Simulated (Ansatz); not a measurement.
Bands of a (10,0) carbon nanotube, along its axis.

Method: PBE (plane waves to 420 eV, PAW; Ansatz, a quantum-chemistry and plane-wave program). Mesh 1×1×18. No spin polarisation. One-dimensional cell, images about 11 Å apart. An idealised model, rolled from the flat sheet. Symmetry and one short period hold its shape; lower forms weren't sought.

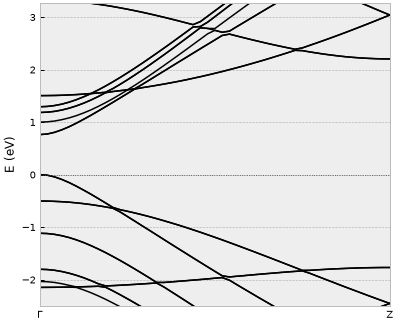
Fig. 1. Bands from the zone centre to the zone edge (period 4.27 Å); the dotted line marks the highest filled level

### Question
Is it a metal or a semiconductor at this level? Give what the bands show.

### Answer
A semiconductor in PBE.
PBE gap: 0.76 eV, direct at Γ
